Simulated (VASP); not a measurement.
Band structure of SnO (space group P4/nmm). Method: LDA (Ceperley-Alder, Perdew-Zunger), VASP's LDA PAW potentials (set 64) (plane waves; VASP).

Unless said otherwise, spin-orbit coupling is left out, though it shifts the bands of the heavy elements here.

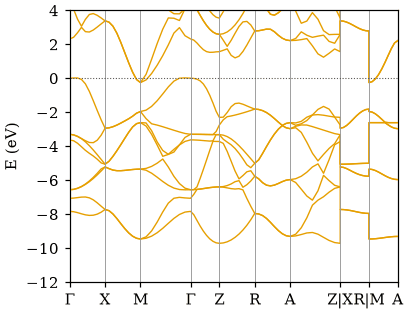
Bands along high-symmetry lines, zero at the valence-band maximum or, without a gap, the Fermi level

Q: Read the plot: is there a gap, and where are the band edges?

A: It has no gap at this level: it comes out as a metal or semimetal. (Edges off the drawn lines would not show.)

The structure comes from a computed database's SnO entry (P4/nmm); how it stands against other phases isn't given here. It was relaxed first, which changed the volume by -7 %.
